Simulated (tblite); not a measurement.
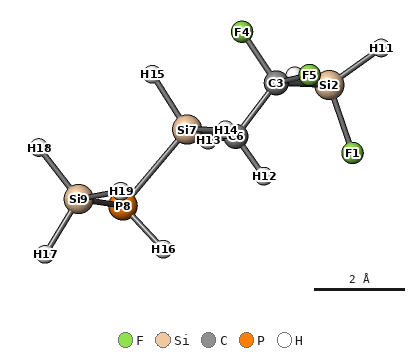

**Figure 1.** The structure as given in the input (ball-and-stick view, seen at a tilt; atoms are numbered from 1 in the order of the input).

**Frequency calculation, with input and output: C2H10F3PSi3**

C2H10F3PSi3, SMILES F[SiH2]C(F)(F)C[SiH2]P[SiH3], computed with GFN2-xTB harmonic vibrations, gas phase (tblite 0.8.0).

It belongs to a series of runs on one base structure; here: SiH2 inserted into a F-C bond.

## The program's output
```
mode    cm-1     km/mol
  1      17.8      1.70
  2      27.1      0.91
  3      39.2      4.45
  4      49.5      3.66
  5      65.9      0.37
  6      76.0      0.39
  7      92.1      0.80
  8     137.0      3.54
  9     153.4     10.42
 10     202.4      1.62
 11     255.5      3.54
 12     342.8      3.25
 13     361.7     54.03
 14     399.2     32.99
 15     451.4     16.77
 16     461.4     36.62
 17     470.8     12.23
 18     507.8     26.78
 19     518.0     99.47
 20     528.1    112.46
 21     548.8     10.09
 22     558.4      3.14
 23     649.9    178.57
 24     674.1    181.48
 25     700.7    109.88
 26     716.6    371.23
 27     730.5    190.83
 28     735.6     31.02
 29     737.8     55.57
 30     754.2    250.62
 31     764.0     79.50
 32     772.7    115.27
 33     774.3    300.31
 34     787.8    156.79
 35     828.5    232.61
 36     920.7    176.24
 37    1019.3     29.03
 38    1114.7     79.67
 39    1146.6      9.01
 40    1248.8     64.97
 41    1438.1      3.32
 42    2222.5     69.45
 43    2242.0    332.33
 44    2262.0    101.91
 45    2263.3    117.76
 46    2279.7    267.16
 47    2338.8    253.00
 48    2386.1    229.51
 49    2406.3    198.04
 50    2988.0     17.29
 51    2996.0     13.00
```

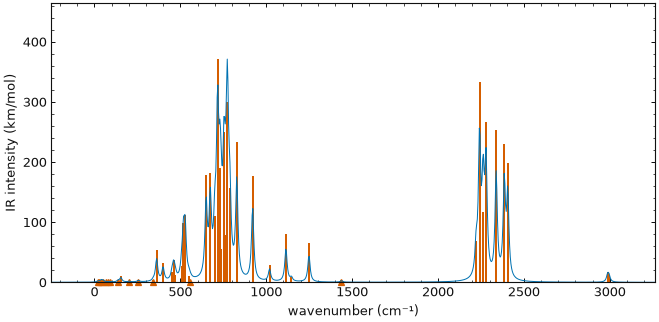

**Figure 2.** Harmonic infrared spectrum, unscaled: sticks (degenerate modes added up, dark ones marked on the axis) with a Lorentzian envelope of 16 cm⁻¹ full width, scaled to the tallest stick. 51 modes from 18 to 2996 cm⁻¹, none imaginary. The strongest line is at 717 cm⁻¹ (371 km/mol).

This output came from the following input.

## The input
```
{"job": {"kind": "ir", "xc": "GFN2-xTB", "basis": "xTB"}, "charge": 0, "multiplicity": 1}
F      3.854775    -1.180738    -0.529108
Si     3.814245     0.300344     0.096322
C      1.987342     0.511337     0.708414
F      1.742253     1.847565     0.943512
F      1.861279    -0.062268     1.955240
C      0.918459    -0.039111    -0.208669
Si    -0.831565     0.196153     0.525807
P     -2.233520    -0.406138    -1.107977
Si    -4.177146    -0.345637    -0.025702
H      4.054472     1.214822    -1.003578
H      4.725225     0.303463     1.221975
H      1.133098    -1.093962    -0.379542
H      1.000316     0.470799    -1.168995
H     -0.947011    -0.593608     1.756871
H     -1.067756     1.612047     0.810051
H     -2.037731    -1.764443    -0.966460
H     -5.155794    -1.013902    -0.882549
H     -4.514147     1.063719     0.158278
H     -4.136598    -1.011192     1.278249
```

The first line tells a small driver script what to run in tblite; the rest is the geometry in Å.

Run as:
```bash
OMP_NUM_THREADS=1 python <driver script> task.json out
```

## Key numbers

```tsv
quantity	value
outcome	converged
total energy	−853.3625 eV
zero-point energy	67.4240 kcal/mol
hardware	1 CPU thread, shared host
wall time	0.96 s
peak memory	0.18 GiB
```
